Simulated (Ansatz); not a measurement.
**CH3ClFIn (SMILES [CH3][In]([F])[Cl]): methods side by side**

CH3ClFIn has 7 atoms, charge 0, and is taken as a singlet. As SMILES, `[CH3][In]([F])[Cl]`. The shape was relaxed beforehand at B3LYP/def2-SVP.

Each level gives the adiabatic electron affinity (to the doublet anion, shapes relaxed at B3LYP/def2-SVP, no zero-point term) (eV). The values are calculated.

The electron affinity is E(neutral) − E(anion): positive where the electron is bound.

| level | kind | program | value (eV) | less CCSD(T)/def2-SVP |
| --- | --- | --- | --- | --- |
| HF/def2-SVP (core potential) | Hartree–Fock | Ansatz | 0.85 | +0.01 |
| SVWN5/def2-SVP (core potential) | LDA | Ansatz | 1.06 | +0.22 |
| PBE/def2-SVP (core potential) | GGA | Ansatz | 1.09 | +0.25 |
| B3LYP/def2-SVP (core potential) | global hybrid | Ansatz | 1.21 | +0.37 |
| wB97M-V/def2-SVP (core potential) | range-separated hybrid | Ansatz | 1.06 | +0.22 |
| B2PLYP/def2-SVP (core potential) | double hybrid | Ansatz | 0.99 | +0.15 |
| MP2/def2-SVP (core potential) | perturbation theory | Ansatz | 0.78 | -0.06 |
| CCSD(T)/def2-SVP (core potential) | coupled cluster or CI | Ansatz | 0.84 | 0.00 |

Differences are taken from CCSD(T)/def2-SVP (core potential) for orientation; it has basis-set and higher-order errors of its own. Spin-orbit coupling, which can split open shells on such heavy atoms by tenths of an eV, is left out. The values span 0.78 to 1.21 eV. In the correlated wave-function rows the outer d shell of In is correlated, in sets not made for it.

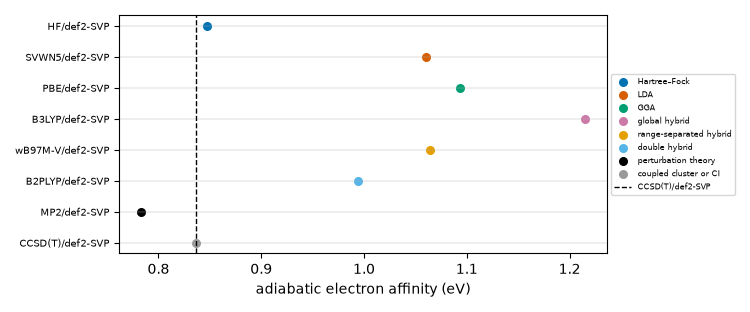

The values of the table, level by level.
